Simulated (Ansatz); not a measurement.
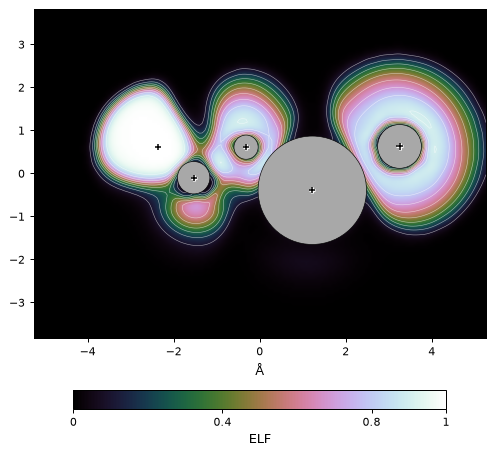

The electron localisation function on a plane through atoms (crosses mark nuclei in the plane; grey discs cover the cores).

Theory: isolated molecule in a Gaussian basis; Hartree-Fock (Ansatz).

Candidates:
A. H4O4Ti (SMILES O[Ti](O)(O)O)
B. CH3Cl3OZr
C. C2H3F3 (SMILES FCC(F)F)

Question: Which candidate gave the map?

Answer: Candidate B: CH3Cl3OZr on the plane of atoms Zr1, C3 and O2, which holds Zr, O, C, H and Cl. C–O (1.41 Å): the ELF peaks at about 0.90 between the atoms (a polar covalent bond). Zr–O (1.84 Å): the ELF peaks at about 0.85 in the valence shell of O, 0.5 Å from its nucleus, and drops to about 0.30 between the two atoms.
